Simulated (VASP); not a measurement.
Band structure of Pb (space group P6_3/mmc). These are PBEsol GGA, VASP's PBE PAW potentials (set 64) (plane waves; VASP) values and carry that method's errors.

Unless said otherwise, spin-orbit coupling is left out, though it shifts the bands of the heavy elements here.

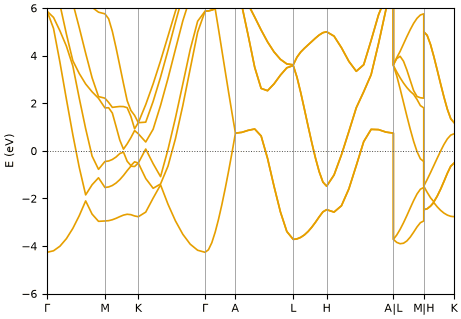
Figure: Bands along high-symmetry lines, zero at the valence-band maximum or, without a gap, the Fermi level

Question: Read the plot: is there a gap, and where are the band edges?

Answer: It has no gap at this level: it comes out as a metal or semimetal. (Edges off the drawn lines would not show.)

The structure comes from a measured Pb entry (P6_3/mmc) of the Crystallography Open Database, whose conditions weren't checked. It was relaxed first.
